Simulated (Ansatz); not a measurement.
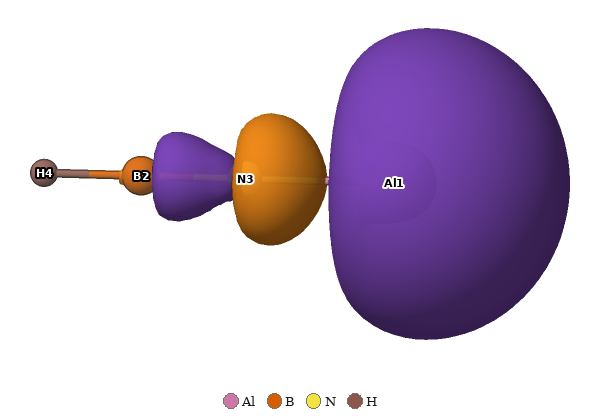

*AlBHN (SMILES B=[N][Al]). One frontier orbital at ±0.1 Å⁻³ᐟ² (orange and purple are the two phases), seen from one side.*

Geometry: PBE0-D4/def2-TZVP.

Theory: isolated molecule in a Gaussian basis; Kohn-Sham density functional theory, functional PBE0 (Ansatz).

Input file:

```
crystal:
  periodic: [false, false, false]
  atoms:
    - {symbol: Al, position_ang: [0.000000, 0.000000, -2.271510]}
    - {symbol: B, position_ang: [0.000000, 0.000000, 0.785213]}
    - {symbol: N, position_ang: [0.000000, 0.000000, -0.472230]}
    - {symbol: H, position_ang: [0.000000, 0.000000, 1.958526]}
basis:
  gaussian: {orbitals: def2-TZVPD}
hamiltonian: {xc: pbe0}
output: {forces: true, orbitals: {seedname: orbitals}}
```

Launched as:

```sh
ansatz run input.yaml --threads 1 --pin off --max-ram 2610MiB --events-out events.jsonl --progress --plain --runs-dir runs
```

### Which orbital is it: HOMO or LUMO?

The HOMO, at −6.34 eV. By Hirshfeld shares it lies mainly on Al1 (about 90 %) and N3 (about 10 %); it is of σ type.
